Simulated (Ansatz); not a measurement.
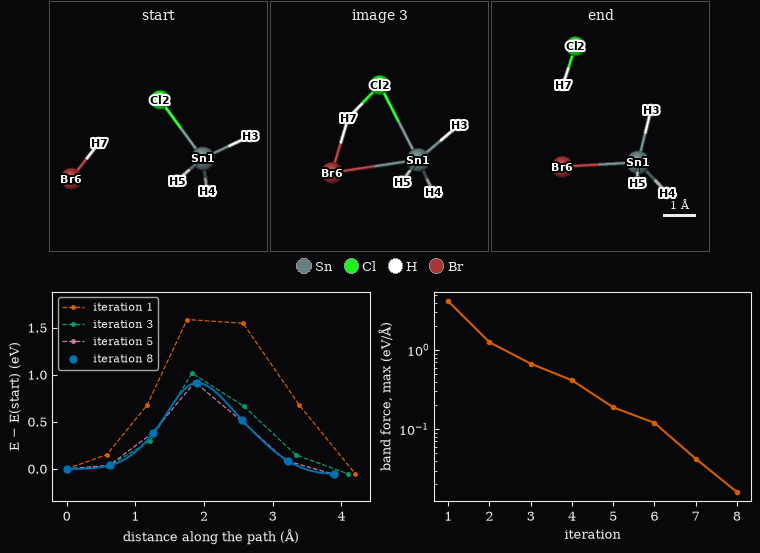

NEB run on SnH4BrCl, made up at the start of SnH3Cl and HBr. Images are numbered from 0 (start) to 6 (end). The plot follows the band through its iterations. A ball-and-stick model, seen at a tilt.

Method: RKS B3LYP/def2-SVP (Ansatz). Set-up: 5 movable images; climbing image; force threshold 0.03 eV/Å; iteration limit 60; starting path through a guess of the saddle point.

Did the band converge, and can the barrier be trusted?

Answer. The result is final at these settings. The band converged in 8 iterations. The largest component of the band force went from 4.2 to 0.016 eV/Å. The climbing image converged on the top of the path. Its vibrational analysis gives one imaginary mode (333i cm⁻¹), as a transition state must have. The first iteration put the highest image at 1.59 eV. The energy climbs by 0.91 eV to image 3 and then falls by 0.97 eV, so the end point sits at −0.05 eV.

Limits of the set-up: the start holds two separate molecules, 2.4 Å apart at their closest, whose relative position is a soft coordinate and is computed without a dispersion correction.

The run took 100 s on 2 threads of Arm Neoverse V2, on a shared host, peak memory 0.24 GiB.
